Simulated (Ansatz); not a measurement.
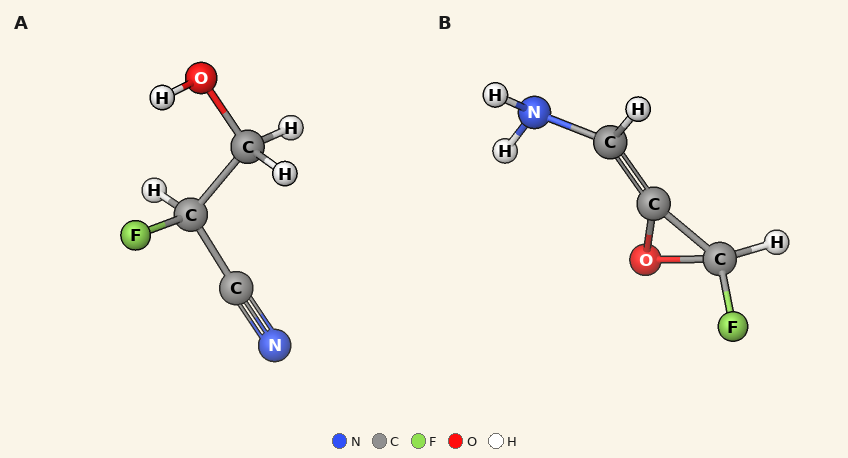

2 stationary structures of one formula. Geometries: PBE-D4/def2-SVP. Electronic energies: PBE-D4/def2-SVP (Ansatz 0.2.0), without zero-point energy. No frequency run is at hand to confirm each as a minimum. Each is one conformer, not always the lowest.

Question: How are they related?

Answer: They are constitutional isomers of C3H4FNO: A `N#C[C@@H](F)CO`, B `N/C=C1\O[C@@H]1F`.

Question: Which structure is the most stable?

Answer: A is lowest; B lies 20.2 kcal/mol above it.
